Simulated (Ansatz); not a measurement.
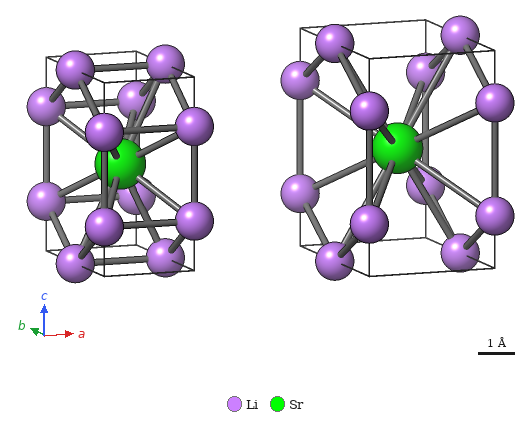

Two geometries of crystalline SrLi$_{3}$ (a generated structure, set up in Pmmm) (coarse preliminary run), drawn at one scale. One is the start of a relaxation, the other its converged end. The picture is a ball-and-stick view of the cell of the calculation, seen slightly off an axis.

Method: DFT PBE, scalar-relativistic, plane waves, PAW (Ansatz). (plane-wave cutoff 420 eV; k-point mesh 6 × 4 × 4; occupations gaussian; smearing width 0.1 eV; no spin polarisation; cell and atoms relaxed; force threshold 0.04 eV/Å; at most 70 steps)

### Which of the two is the end point?

The right one is the relaxed one. The largest moves relative to the cell, 0.096 Å, are those of Li atoms. Sr stays in place. Cell: a 2.714 → 3.786 Å (+39.5 %), b 4.565 → 5.443 Å (+19.2 %), c 5.535 → 6.223 Å (+12.4 %). Volume +87.0 %. Near-neighbour distances that change, for instance: Li–Li 2.714 → 3.786 Å, Sr–Sr 2.714 → 3.786 Å, Li–Sr 2.980 → 3.688 Å, Li–Sr 3.082 → 3.642 Å. The space group stays Pmmm (No. 47). After 10 accepted moves (12 points after the start) the energy has fallen by 554 meV per atom. Largest force component: 0.96 eV/Å at the start, 0.0065 eV/Å at the end. Pressure: 16.98 GPa at the start and −0.01 GPa at the end. At 2 points the geometry stayed and the basis and grid were re-selected for the new cell (energy shift of 12.8 meV per atom at most each time). The run took 39 s on 1 thread of Arm Neoverse V1, with other jobs on the host, peak memory 0.38 GiB.

Limits of the set-up: the k-point mesh is coarse for a cell with partly filled bands.
